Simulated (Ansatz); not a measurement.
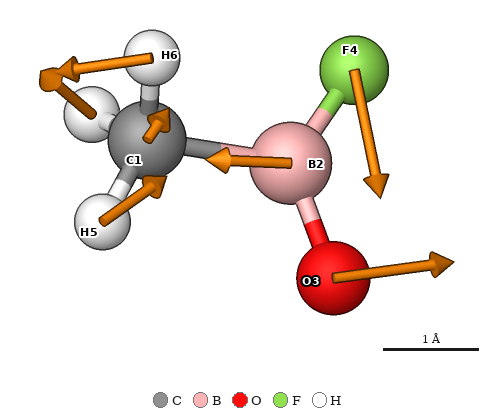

A relaxation of CH3BFO (multiplicity 2). The starting structure is drawn; orange arrows show the displacements, magnified 30 times. The two geometries are superimposed by the best rigid fit.

A ball-and-stick model, seen at a tilt.

The start comes from PBE-D4/def2-SVP.

Computed with UKS PBE0-D4/def2-TZVP in Ansatz. Set-up: force threshold 0.005 eV/Å; at most 150 steps.

Question: What did the optimiser do to the structure, and how much energy did it gain?

Answer: The atom that moves furthest after the best rigid fit is the F atom (0.047 Å). Largest moves by element: F 0.047 Å, O 0.046 Å, H 0.039 Å, B 0.032 Å, C 0.016 Å. Among the contacts that change: B–C 1.612 → 1.572 Å, B–O 1.320 → 1.337 Å, C–H 1.111 → 1.094 Å, B–F 1.342 → 1.330 Å. Among the angles between lasting bonds that change: O–B–F 126.5° → 120.6°, C–B–O 113.2° → 117.1°, B–C–H 105.7° → 108.3°. Over 5 accepted moves (6 points after the start) the energy falls by 0.049 eV. The largest force component goes from 0.6 to 0.005 eV/Å. The line search rejected the trial step at point 4 of the run.
